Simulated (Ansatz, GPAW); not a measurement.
# An In chain with one Pd atom in line: relaxation, then transmission at several levels, part 3 of 3

How well does an In chain with one Pd atom in line conduct once its atoms have relaxed, and how much do cheaper levels lose?

GPAW 26.7.0 and Ansatz 0.2.0; Ansatz plane waves; relaxation of the junction with the lead ends held; PAW set soft_1 (the session's first sound run).

So far, transmission at the Fermi level (one spin): step 3 (plane-wave reference (PBE)) 1.01; step 4 (GPAW, dzp, PBE, GPAW) 1.01. Also conductance of the perfect lead (G₀): step 3 3.00.

## 5. Single-zeta polarised basis

Level of this step: GPAW LCAO, PAW setups; Landauer transmission from Green's functions with principal layers (ASE), zero bias (GPAW).

The second zeta is dropped, the polarisation orbitals stay.

run.py

```python
import json
import numpy as np
from ase import Atoms
from ase.transport.calculators import TransportCalculator
from gpaw import GPAW, FermiDirac
from gpaw.lcao.tools import get_lcao_hamiltonian
from scipy.linalg import eigh

# The junction with lead layers at both ends, along the third cell vector
device = Atoms(
    ['In', 'In', 'In', 'In', 'In', 'In', 'Pd', 'In', 'In', 'In', 'In', 'In', 'In'],
    positions=[
        [4.50000, 4.50000, 1.47500],
        [4.50000, 4.50000, 4.42500],
        [4.50000, 4.50000, 7.37500],
        [4.50000, 4.50000, 10.32500],
        [4.04886, 3.75857, 13.29000],
        [4.65960, 4.48754, 16.42235],
        [5.20671, 4.83065, 18.93624],
        [4.62250, 4.54040, 21.45117],
        [3.66274, 4.29760, 24.54546],
        [4.50000, 4.50000, 27.49940],
        [4.50000, 4.50000, 30.44940],
        [4.50000, 4.50000, 33.39940],
        [4.50000, 4.50000, 36.34940]],
    cell=[[9.0, 0.0, 0.0], [0.0, 9.0, 0.0], [0.0, 0.0, 37.8244]],
    pbc=True)

# One principal layer of the lead: the first 3 atoms of the device
lead = Atoms(
    ['In', 'In', 'In'],
    positions=[
        [4.50000, 4.50000, 1.47500],
        [4.50000, 4.50000, 4.42500],
        [4.50000, 4.50000, 7.37500]],
    cell=[[9.0, 0.0, 0.0], [0.0, 9.0, 0.0], [0.0, 0.0, 8.85]],
    pbc=True)

settings = dict(mode='lcao', basis='szp(dzp)', xc='PBE', h=0.2,
                occupations=FermiDirac(0.1), maxiter=250,
                mixer=dict(beta=0.1, nmaxold=8, weight=100.0),
                convergence=dict(density=0.0001))
energies = np.arange(-2, 2 + 1e-9, 0.025)
eta = 0.0001
n1, n2 = 1, 1
# k and -k transmit alike, so half of the mesh across the current serves
mesh = [(i, j) for i in range(n1) for j in range(n2) if (i, j) <= (-i % n1, -j % n2)]
weights = np.array([1 if (i, j) == (-i % n1, -j % n2) else 2 for i, j in mesh]) / (n1 * n2)

# [... helper functions left out ...]
fermi_lead = ground_state(lead, (1, 1, 13), 'lead.txt')
fermi_device = ground_state(device, (1, 1, 2), 'device.txt')
# [... loop over the mesh left out, but for ...]
        # Shift the lead onto the potential of the device's first layer
        shift = ((H[:, 0, 0] - H0[:, 0, 0]) / S0[0, 0]).real.mean()
# [...]
kT = 8.617333e-5 * 300
bias = [0.1, 0.2, 0.5, 1.0, 1.5, 2.0]
# [... integrals and printing left out ...]
```

The run is started by

```
$ OMP_NUM_THREADS=1 OPENBLAS_NUM_THREADS=1 python run.py
```

Numbers of over 12 decimals in the logs are rounded to 6 here.

The program printed:

```text
basis functions: device 183, principal layer 42
Fermi level: lead -2.3506 eV, device -2.2642 eV; lead shifted by -0.0053 eV
largest coupling past the next layer 1.86e-06 eV, largest misfit of the first layer 0.022 eV
  E-E_F (eV)   T (one spin)  channels
    -2.000    8.2128e-10    0.0000
    -1.975    1.2645e-07    0.0000
    -1.950    5.7465e-08    0.0000
[...]
1.975    1.7199e+00    3.0000
     2.000    1.6726e+00    3.0000
conductance at 300 K: 0.98709 G0 a cell; thermopower -1.185 uV/K
current from the zero-bias T(E) at 0.1 V: 7.665 uA
current from the zero-bias T(E) at 0.2 V: 15.414 uA
current from the zero-bias T(E) at 0.5 V: 38.783 uA
current from the zero-bias T(E) at 1.0 V: 86.13 uA
current from the zero-bias T(E) at 1.5 V: 135.71 uA
current from the zero-bias T(E) at 2.0 V: 179.55 uA
```

Wall time 69 s (1 thread of Arm Neoverse V2, shared host); peak memory 1.2 GiB.

Numbers from this step:

- conductance: 0.9871 G₀
- largest coupling past the next principal layer: 1.86e-6 eV
- largest misfit of the first principal layer: 0.02158 eV
- shift that aligns the lead: -0.005343 eV
- basis functions of the junction: 183
- basis functions of a principal layer: 42
- transmission at the Fermi level (one spin): 0.9803

One spin. Transmission, zone mean against energy, zero at the Fermi level:

```csv
energy (eV),"transmission, zone mean"
-2.0000,8.2e-10
-1.7500,8.6e-10
-1.5000,1.6e-10
-1.2500,3.6e-6
-1.0000,7.0e-5
-0.7500,0.173
-0.5000,0.916
-0.4250,0.998
-0.2500,0.815
0.0000,0.980
0.2500,1.22
0.5000,1.83
0.7500,2.16
1.0000,2.25
1.2500,2.33
1.3750,2.34
1.5000,2.32
1.7500,2.11
2.0000,1.67
```

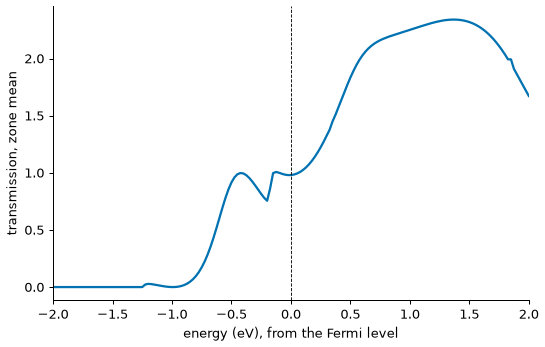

Transmission, zone mean, plotted against energy.

The conductance, 0.987 G₀, lies 2.4 % below that of the dzp run.

## 6. GPAW, sz: basis = "sz(dzp)"

One function for each valence shell of the setup, as for a first survey of a large system.

run.py: that of step 5 with these lines changed.

```diff
@@ -38,3 +38,3 @@
 
-settings = dict(mode='lcao', basis='szp(dzp)', xc='PBE', h=0.2,
+settings = dict(mode='lcao', basis='sz(dzp)', xc='PBE', h=0.2,
                 occupations=FermiDirac(0.1), maxiter=250,
```

The program printed:

```text
basis functions: device 120, principal layer 27
Fermi level: lead -2.2681 eV, device -2.1773 eV; lead shifted by -0.0039 eV
largest coupling past the next layer 1.93e-06 eV, largest misfit of the first layer 0.021 eV
  E-E_F (eV)   T (one spin)  channels
    -2.000    5.0335e-02    1.0000
    -1.975    8.6170e-03    1.0000
    -1.950    6.0463e-02    1.0000
[...]
1.975    1.8257e+00    3.0000
     2.000    1.7779e+00    3.0000
conductance at 300 K: 1.0273 G0 a cell; thermopower -2.136 uV/K
current from the zero-bias T(E) at 0.1 V: 7.9733 uA
current from the zero-bias T(E) at 0.2 V: 16.014 uA
current from the zero-bias T(E) at 0.5 V: 39.922 uA
current from the zero-bias T(E) at 1.0 V: 88.425 uA
current from the zero-bias T(E) at 1.5 V: 141.5 uA
current from the zero-bias T(E) at 2.0 V: 187.96 uA
```

Wall time 44 s (1 thread); peak memory 1.1 GiB.

This step gave:

* conductance: 1.027 G₀
* largest coupling past the next principal layer: 1.93e-6 eV
* largest misfit of the first principal layer: 0.02115 eV
* shift that aligns the lead: -0.003936 eV
* basis functions of the junction: 120
* basis functions of a principal layer: 27
* transmission at the Fermi level (one spin): 1.022

One spin. Transmission, zone mean against energy, zero at the Fermi level:

```csv
energy (eV),"transmission, zone mean"
-2.000,0.0503
-1.925,0.906
-1.800,1.4e-5
-1.600,1.7e-9
-1.400,5.7e-10
-1.200,0.169
-1.175,0.536
-1.000,1.6e-4
-0.800,0.132
-0.600,0.688
-0.450,0.997
-0.400,0.982
-0.200,0.680
0.000,1.02
0.200,1.19
0.400,1.65
0.600,2.14
0.800,2.30
1.000,2.35
1.200,2.39
1.325,2.40
1.400,2.40
1.600,2.33
1.800,2.13
2.000,1.78
```

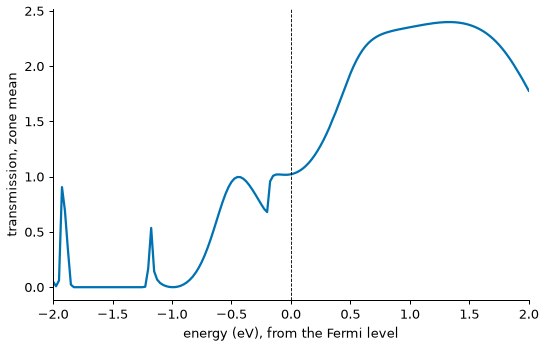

Transmission, zone mean against energy.

The conductance, 1.03 G₀, lies 1.6 % above that of the dzp run.

## 7. revPBE in the dzp basis: xc = "revPBE"

Back in the dzp basis, the functional changes from PBE to revPBE, to set the spread between functionals beside that between bases.

run.py: that of step 6 with these lines changed.

```diff
@@ -38,3 +38,3 @@
 
-settings = dict(mode='lcao', basis='sz(dzp)', xc='PBE', h=0.2,
+settings = dict(mode='lcao', basis='dzp', xc='revPBE', h=0.2,
                 occupations=FermiDirac(0.1), maxiter=250,
```

The program printed:

```text
basis functions: device 303, principal layer 69
Fermi level: lead -2.0990 eV, device -2.0306 eV; lead shifted by -0.0059 eV
largest coupling past the next layer 1.88e-06 eV, largest misfit of the first layer 0.024 eV
  E-E_F (eV)   T (one spin)  [channel counts left out]
    -2.000    3.9686e-02
    -1.975    1.8066e-02
    -1.950    2.8539e-07
[...]
1.975    1.8368e+00
     2.000    1.7862e+00
conductance at 300 K: 0.99857 G0 a cell; thermopower -1.287 uV/K
current from the zero-bias T(E) at 0.1 V: 7.7526 uA
current from the zero-bias T(E) at 0.2 V: 15.581 uA
current from the zero-bias T(E) at 0.5 V: 38.886 uA
current from the zero-bias T(E) at 1.0 V: 86.763 uA
current from the zero-bias T(E) at 1.5 V: 139.27 uA
current from the zero-bias T(E) at 2.0 V: 185.39 uA
```

Elapsed: 86 s, on 1 thread; peak memory 1.3 GiB.

This step gave:

* conductance: 0.9986 G₀
* largest coupling past the next principal layer: 1.88e-6 eV
* largest misfit of the first principal layer: 0.02413 eV
* shift that aligns the lead: -0.005877 eV
* basis functions of the junction: 303
* basis functions of a principal layer: 69
* transmission at the Fermi level (one spin): 0.9922

The conductance, 0.999 G₀, lies 1.3 % below that of the dzp run.

## 8. Without the relaxation: geometry = "as built"

The dzp basis with PBE on the structure as first built shows what the relaxation was worth.

run.py: that of step 7 with these lines changed.

```diff
@@ -16,7 +16,7 @@
         [4.50000, 4.50000, 10.32500],
-        [4.04886, 3.75857, 13.29000],
-        [4.65960, 4.48754, 16.42235],
-        [5.20671, 4.83065, 18.93624],
-        [4.62250, 4.54040, 21.45117],
-        [3.66274, 4.29760, 24.54546],
+        [4.50000, 4.50000, 13.27500],
+        [4.50000, 4.50000, 16.22500],
+        [4.50000, 4.50000, 18.91220],
+        [4.50000, 4.50000, 21.59940],
+        [4.50000, 4.50000, 24.54940],
         [4.50000, 4.50000, 27.49940],
@@ -38,3 +38,3 @@
 
-settings = dict(mode='lcao', basis='dzp', xc='revPBE', h=0.2,
+settings = dict(mode='lcao', basis='dzp', xc='PBE', h=0.2,
                 occupations=FermiDirac(0.1), maxiter=250,
```

The program printed:

```text
basis functions: device 303, principal layer 69
Fermi level: lead -2.2014 eV, device -2.2292 eV; lead shifted by -0.0084 eV
largest coupling past the next layer 1.88e-06 eV, largest misfit of the first layer 0.020 eV
  E-E_F (eV)   T (one spin)  channels
    -2.000    4.9971e-02    1.0000
    -1.975    1.8870e-06    0.0000
    -1.950    7.6317e-08    0.0000
[...]
1.975    1.9615e+00    3.0000
     2.000    1.9565e+00    3.0000
conductance at 300 K: 1.1632 G0 a cell; thermopower -13.49 uV/K
current from the zero-bias T(E) at 0.1 V: 8.9242 uA
current from the zero-bias T(E) at 0.2 V: 17.344 uA
current from the zero-bias T(E) at 0.5 V: 38.188 uA
current from the zero-bias T(E) at 1.0 V: 66.61 uA
current from the zero-bias T(E) at 1.5 V: 93.878 uA
current from the zero-bias T(E) at 2.0 V: 131 uA
```

The job ended after 72 s (1 thread; peak memory 1.3 GiB).

This step gave:

* conductance: 1.163 G₀
* largest misfit of the first principal layer: 0.02017 eV
* shift that aligns the lead: -0.008407 eV
* transmission at the Fermi level (one spin): 1.196

The conductance, 1.16 G₀, lies 15 % above that of the dzp run.

## 9. The ladder

Times are wall times on the hardware named with each run. The runs compared:

```csv
no.,run,conductance (G₀),time,memory (GiB)
1,pw PBE,1.013,99 s,3.5
2,dzp,1.012,94 s,1.3
3,szp,0.9871,69 s,1.2
4,sz,1.027,44 s,1.1
5,dzp revPBE,0.9986,86 s,1.3
6,asbuilt,1.163,72 s,1.3
```

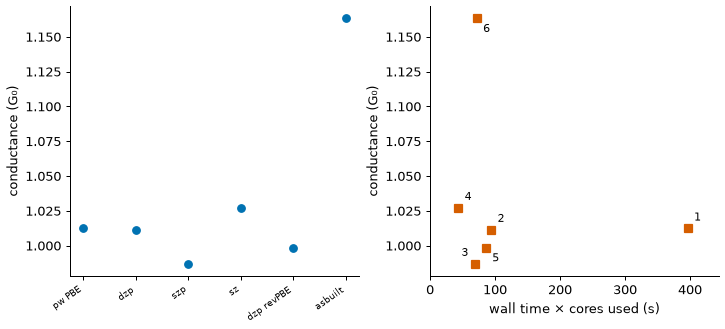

The series as plots; the last panel sets the first result against cost, with the runs numbered as in the table.

## 10. The levels side by side

The curves are compared point by point over the common energies.

This step: comparison of transmission and cost over codes, levels and geometry; PAW set soft_1 (GPAW 26.7.0).

Ladder, by row:

```csv
step,code,T at the Fermi level (sum over the listed spins),conductance (G0),r.m.s. T(E) from the first,wall time (s),peak memory (GiB),threads
pw-pbe,Ansatz,1.009,1.013,0,99.17,3.467,4
dzp,GPAW,1.006,1.012,0.09295,94.28,1.28,1
szp,GPAW,0.9803,0.9871,0.1208,68.65,1.25,1
sz,GPAW,1.022,1.027,0.1326,43.64,1.14,1
dzp-revPBE,GPAW,0.9922,0.9986,0.0899,86.12,1.28,1
asbuilt,GPAW,1.196,1.163,0.5046,72.06,1.28,1
```

The transmission, zone mean, sum over the listed spins by energy, zero at the Fermi level:

```csv
energy (eV),pw-pbe,dzp,szp,sz,dzp-revPBE,asbuilt
-2.000,0.00331,0.0229,8.2e-10,0.0503,0.0397,0.0500
-1.925,0,2.4e-8,1.3e-7,0.906,3.7e-8,3.0e-8
-1.500,0,6.1e-10,1.6e-10,6.9e-10,6.9e-10,1.4e-7
-1.000,0.0102,0.00883,7.0e-5,1.6e-4,0.00427,0.545
-0.500,0.996,0.966,0.916,0.952,0.963,0.0532
0.000,1.01,1.01,0.980,1.02,0.992,1.20
0.500,1.86,1.95,1.83,1.93,1.93,1.28
1.000,2.37,2.38,2.25,2.35,2.37,1.61
1.325,2.50,2.45,2.34,2.40,2.44,1.82
1.350,2.51,2.45,2.34,2.40,2.44,1.83
1.375,2.51,2.45,2.34,2.40,2.44,1.84
1.400,2.51,2.45,2.34,2.40,2.44,1.86
1.500,2.50,2.43,2.32,2.37,2.42,1.91
2.000,1.79,1.78,1.67,1.78,1.79,1.96
```

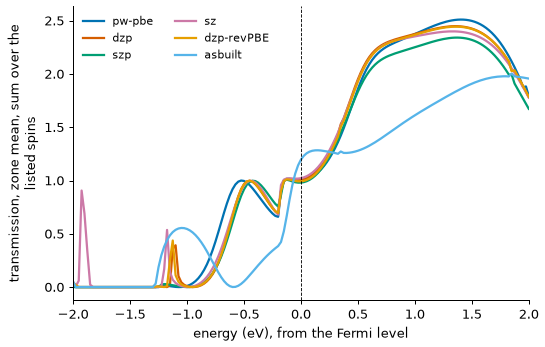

Transmission, zone mean, sum over the listed spins against energy.

## 11. Outcome

| Property | Result |
| --- | --- |
| conductance | 1.01 G₀ |
| transmission at the Fermi level, mean of the spins | 1.01 |

In words: In the dzp basis the junction conducts 1.01 G₀ at 300 K, with T = 1.01 a spin at the Fermi level; the sz basis reaches that conductance within 10 %. Relaxation moved atoms by up to 0.87 Å and took the conductance from 1.16 to 1.01 G₀, as a ratio a larger change than the step from dzp to the minimal basis. Plane waves (PBE) give T = 1.01 there. At the Fermi level the three most open eigenchannels pass 0.91, 0.085 and 0.0077. Measured against the first run (pw-pbe), the nearest curve is that of dzp-revPBE (r.m.s. 0.090) and the farthest that of asbuilt (0.50). Over the compared runs wall time goes from 44 s (sz) to 99 s (pw-pbe), on a shared host; the plane-wave run used 4 threads and the orbital runs 1. The leads kept an estimated spacing and the cell its length, so the junction may be under some tension or compression. The run had no spin polarisation, so a magnetic state, which chains and small molecules with open shells often have, wasn't tested. Spin-orbit coupling is left out, which matters for the heavy atoms here. An evenly spaced straight chain is an idealisation: free chains tend to dimerise, zigzag or, where a band edge lies near the Fermi level, turn magnetic. The currents use the zero-bias T(E) throughout, which holds only while the bias is small against the distance to the nearest feature. The thermopower isn't quoted: it samples T(E) farther from the Fermi level than the conductance does, and the energy grid wasn't tested for it.

[Logs are printed without paths, hosts, clocks, repeated set-up lines and the standing remarks that a program may print on its own settings, such as how far it seeks lower states.]

[Hosts, paths, dates, database ids (printed as entryN), source tags and the programs' standing remarks are cut or masked in the printed files.]
